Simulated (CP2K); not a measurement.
**H2O2 (hydrogen peroxide) at PBE0/TZV2P-MOLOPT-PBE0-GTH (core potential)**

What is the energy change on altering one bond length of H2O2 (hydrogen peroxide) at PBE0/TZV2P-MOLOPT-PBE0-GTH (core potential)? 

The calculation is run with CP2K 2026.2.

1 further run of the same task is left out (set aside as unsound or not needed).

## 1. The structure to begin with

H2O2: 4 atoms, total charge 0, spin state singlet. SMILES: `OO`. The shape is that of a PBE0-D4/def2-TZVP optimisation.

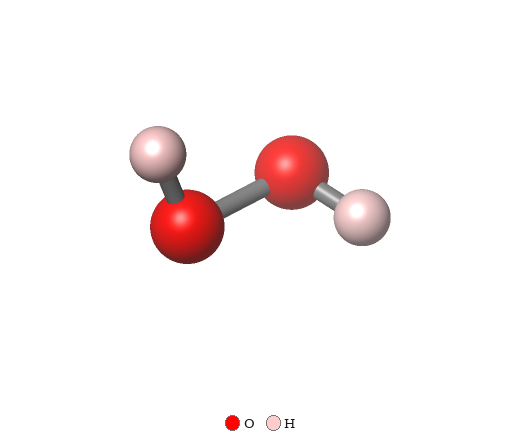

The structure, seen from a chosen angle (oxygen red, hydrogen pink).

## 2. The energy at PBE0/TZV2P-MOLOPT-PBE0-GTH (core potential)

File molecule.xyz:

```xyz
4

O     -0.486800    -0.581100     0.030600
O      0.048300     0.728400     0.206900
H      0.186400    -1.117000     0.467400
H      0.252100     0.969800    -0.704900
```

File qs.inp:

```
&GLOBAL
  PROJECT qs
  RUN_TYPE ENERGY
  PRINT_LEVEL MEDIUM
&END
&FORCE_EVAL
  METHOD Quickstep
  &DFT
    BASIS_SET_FILE_NAME BASIS_MOLOPT_UZH
    BASIS_SET_FILE_NAME BASIS_ADMM_UZH
    POTENTIAL_FILE_NAME POTENTIAL_UZH
    CHARGE 0
    MULTIPLICITY 1
    &QS
      METHOD GPW
      EPS_DEFAULT 1.0E-10
    &END
    &MGRID
      CUTOFF 400
      REL_CUTOFF 50
      NGRIDS 4
    &END
    &POISSON
      PERIODIC NONE
      POISSON_SOLVER MULTIPOLE
    &END
    &SCF
      SCF_GUESS ATOMIC
      EPS_SCF 1.0E-06
      MAX_SCF 40
      &OT ON
        MINIMIZER DIIS
        PRECONDITIONER FULL_SINGLE_INVERSE
      &END
      &OUTER_SCF
        EPS_SCF 1.0E-06
        MAX_SCF 5
      &END
    &END
    &XC
      &XC_FUNCTIONAL
        &PBE
          SCALE_X 0.75
          SCALE_C 1.0
        &END
      &END
      &HF
        FRACTION 0.25
        &SCREENING
          EPS_SCHWARZ 1.0E-09
          SCREEN_ON_INITIAL_P F
        &END
        &INTERACTION_POTENTIAL
          POTENTIAL_TYPE COULOMB
        &END
        &MEMORY
          MAX_MEMORY 1050
        &END
      &END
    &END
    &AUXILIARY_DENSITY_MATRIX_METHOD
      ADMM_TYPE ADMMS
      EXCH_CORRECTION_FUNC PBEX
    &END
    &PRINT
      &MOMENTS
        PERIODIC F
        REFERENCE COM
        MAX_MOMENT 1
      &END
      &MO_CUBES
        NLUMO 3
        NHOMO -1
        WRITE_CUBE F
      &END
      &HIRSHFELD OFF
      &END
    &END
  &END
  &SUBSYS
    &CELL
      ABC [angstrom] 7.7 9.1 8.2
      PERIODIC NONE
    &END
    &TOPOLOGY
      COORD_FILE_NAME molecule.xyz
      COORD_FILE_FORMAT XYZ
      &CENTER_COORDINATES
      &END
    &END
    &KIND O
      BASIS_SET ORB TZV2P-MOLOPT-PBE0-GTH-q6
      BASIS_SET AUX_FIT admm-tzp-q6
      POTENTIAL GTH-PBE0-q6
    &END
    &KIND H
      BASIS_SET ORB TZV2P-MOLOPT-PBE0-GTH-q1
      BASIS_SET AUX_FIT admm-tzp-q1
      POTENTIAL GTH-PBE0-q1
    &END
  &END
&END
```

Launch:

```
$ OMP_NUM_THREADS=1 cp2k.psmp qs.inp > qs.out
```

Standard output:

```text
CP2K| version string:                                       CP2K version 2026.2
[...]
 GLOBAL| Method name                                                        CP2K
[...]
 GLOBAL| Run type                                                         ENERGY
[...]
 DFT| Spin restricted Kohn-Sham (RKS) calculation                            RKS
 DFT| Multiplicity                                                             1
[...]
 DFT| Charge                                                                   0
[...]
 FUNCTIONAL| PBE:
 QS| Method:                                                                 GPW
[...]
 QS| Density cutoff [a.u.]:                                                200.0
[...]
 QS| Relative density cutoff [a.u.]:                                        25.0
[...]
                             - Atoms:                                          4
[...]
                             - Spherical basis functions:                     86
[...]
 Number of electrons:                                                         14
[...]
     1 OT DIIS     0.80E-01    1.7     0.18903947       -31.1141406778 -3.11E+01
[...]
    25 OT DIIS     0.80E-01    1.4     0.00000093       -33.1091560804 -1.27E-10
  *** SCF run converged in    25 steps ***
[...]
  Overlap energy of the core charge distribution:               0.00000006374808
  Self energy of the core charge distribution:                -85.14065767246372
  Core Hamiltonian energy:                                     24.44460506825532
  Hartree energy:                                              35.21347094305068
  Exchange-correlation energy:                                 -5.85953634346290
  Hartree-Fock Exchange energy:                                -1.76703813949821
  Total energy:                                               -33.10915608037073
[...]
                     Mulliken Population Analysis
 #  Atom  Element  Kind  Atomic population                           Net charge
       1     O        1          6.147409                             -0.147409
       2     O        1          6.147104                             -0.147104
       3     H        2          0.852688                              0.147312
       4     H        2          0.852799                              0.147201
 # Total charge                             14.000000                  0.000000
[...]
  Dipole moment [Debye]
    X=  0.1522787E+01 Y= -0.5116545E+00 Z= -0.8238805E+00  Total=      1.8053947
[...]
 HOMO - LUMO gap [eV] :    8.841101
 ENERGY| Total FORCE_EVAL ( QS ) energy [hartree]            -33.109156080370731
[...]
```

Run time: 36 s. Hardware: 1 thread of Arm Neoverse V1, shared host; peak memory 0.62 GiB.

## 3. The distorted shape, same level

File calc.inp:

```
&FORCE_EVAL
   METHOD Quickstep
   &DFT
      BASIS_SET_FILE_NAME BASIS_MOLOPT_UZH
      BASIS_SET_FILE_NAME BASIS_ADMM_UZH
      POTENTIAL_FILE_NAME POTENTIAL_UZH
      CHARGE 0
      MULTIPLICITY 1
      &QS
         METHOD GPW
         EPS_DEFAULT 1.0E-10
      &END QS
      &MGRID
         CUTOFF 400
         REL_CUTOFF 50
         NGRIDS 4
      &END MGRID
      &POISSON
         PERIODIC NONE
         POISSON_SOLVER MULTIPOLE
      &END POISSON
      &SCF
         SCF_GUESS ATOMIC
         EPS_SCF 1.0E-06
         MAX_SCF 80
         ADDED_MOS 5
         &DIAGONALIZATION
            ALGORITHM STANDARD
         &END DIAGONALIZATION
         &MIXING
            METHOD DIRECT_P_MIXING
            ALPHA 0.4
         &END MIXING
      &END SCF
      &XC
         &XC_FUNCTIONAL
            &PBE
               SCALE_X 0.75
               SCALE_C 1.0
            &END PBE
         &END XC_FUNCTIONAL
         &HF
            FRACTION 0.25
            &SCREENING
               EPS_SCHWARZ 1.0E-09
               SCREEN_ON_INITIAL_P F
            &END SCREENING
            &INTERACTION_POTENTIAL
               POTENTIAL_TYPE COULOMB
            &END INTERACTION_POTENTIAL
            &MEMORY
               MAX_MEMORY 1050
            &END MEMORY
         &END HF
      &END XC
      &AUXILIARY_DENSITY_MATRIX_METHOD
         ADMM_TYPE ADMMS
         EXCH_CORRECTION_FUNC PBEX
      &END AUXILIARY_DENSITY_MATRIX_METHOD
      &PRINT
         &MOMENTS
            PERIODIC F
            REFERENCE COM
            MAX_MOMENT 1
         &END MOMENTS
         &MO ON
            ENERGIES T
            OCCUPATION_NUMBERS T
            NDIGITS 6
            &EACH
               QS_SCF 0
            &END EACH
            ADD_LAST NUMERIC
         &END MO
         &HIRSHFELD OFF
         &END HIRSHFELD
      &END PRINT
   &END DFT
   &SUBSYS
      &CELL
         ABC [angstrom] 8.2 9.5 8.5
         PERIODIC NONE
      &END CELL
      &COORD
         O      3.494106     4.456872     4.224621
         O      4.029206     5.766372     4.400921
         H      4.705894     3.492228     5.010879
         H      4.233006     6.007772     3.489121
      &END COORD
      &KIND O
         BASIS_SET ORB TZV2P-MOLOPT-PBE0-GTH-q6
         BASIS_SET AUX_FIT admm-tzp-q6
         POTENTIAL GTH-PBE0-q6
      &END KIND
      &KIND H
         BASIS_SET ORB TZV2P-MOLOPT-PBE0-GTH-q1
         BASIS_SET AUX_FIT admm-tzp-q1
         POTENTIAL GTH-PBE0-q1
      &END KIND
   &END SUBSYS
&END FORCE_EVAL
&GLOBAL
   PROJECT calc
   RUN_TYPE ENERGY
   PRINT_LEVEL MEDIUM
&END GLOBAL
```

Launch:

```
$ OMP_NUM_THREADS=1 cp2k.psmp -i calc.inp > calc.out 2>&1
```

Standard output:

```text
CP2K| version string:                                       CP2K version 2026.2
[...]
 GLOBAL| Method name                                                        CP2K
[...]
 GLOBAL| Run type                                                         ENERGY
[...]
 DFT| Spin restricted Kohn-Sham (RKS) calculation                            RKS
 DFT| Multiplicity                                                             1
[...]
 DFT| Charge                                                                   0
[...]
 FUNCTIONAL| PBE:
 QS| Method:                                                                 GPW
[...]
 QS| Density cutoff [a.u.]:                                                200.0
[...]
 QS| Relative density cutoff [a.u.]:                                        25.0
[...]
                             - Atoms:                                          4
[...]
                             - Spherical basis functions:                     86
[...]
 Number of electrons:                                                         14
[...]
     1 P_Mix/Diag. 0.40E+00    1.7     1.23759356       -31.9598370074 -3.20E+01
[...]
    17 DIIS/Diag.  0.45E-06    1.4     0.00000079       -32.9749647782 -3.45E-12
  *** SCF run converged in    17 steps ***
[...]
  Overlap energy of the core charge distribution:               0.00000003187223
  Self energy of the core charge distribution:                -85.14065767246372
  Core Hamiltonian energy:                                     23.92422743403551
  Hartree energy:                                              35.64824647526817
  Exchange-correlation energy:                                 -5.70754218777334
  Hartree-Fock Exchange energy:                                -1.69923885911756
  Total energy:                                               -32.97496477817873
[...]
                     Mulliken Population Analysis
 #  Atom  Element  Kind  Atomic population                           Net charge
       1     O        1          6.260454                             -0.260454
       2     O        1          6.086831                             -0.086831
       3     H        2          0.801229                              0.198771
       4     H        2          0.851487                              0.148513
 # Total charge                             14.000000                 -0.000000
[...]
  Dipole moment [Debye]
    X=  0.1620639E+01 Y= -0.1782404E+00 Z= -0.8057469E+00  Total=      1.8186450
 ENERGY| Total FORCE_EVAL ( QS ) energy [hartree]            -32.974964778178730
[...]
```

Wall time 26 s (1 thread of Arm Neoverse V1, shared host); peak memory 0.68 GiB.

## 4. What came out

Level: PBE0/TZV2P-MOLOPT-PBE0-GTH (core potential).

```
                                                         quantity         value
                                        first shape: total energy  -33.10916 Eh
                                       first shape: dipole moment        1.81 D
                                         first shape: HOMO energy      -8.13 eV
                                         first shape: LUMO energy       0.71 eV
                                       first shape: HOMO–LUMO gap       8.84 eV
                                    distorted shape: total energy  -32.97496 Eh
                                   distorted shape: dipole moment        1.82 D
                                     distorted shape: HOMO energy      -7.85 eV
                                     distorted shape: LUMO energy      -3.50 eV
                                   distorted shape: HOMO–LUMO gap       4.36 eV
energy change with the O1–H3 bond stretched from 0.965 to 1.737 Å      3.652 eV
```

**Reading.** With the O1–H3 bond stretched from 0.965 to 1.737 Å the energy rises by 3.65 eV (84 kcal/mol). A restricted reference can't describe the breaking bond well at this length.
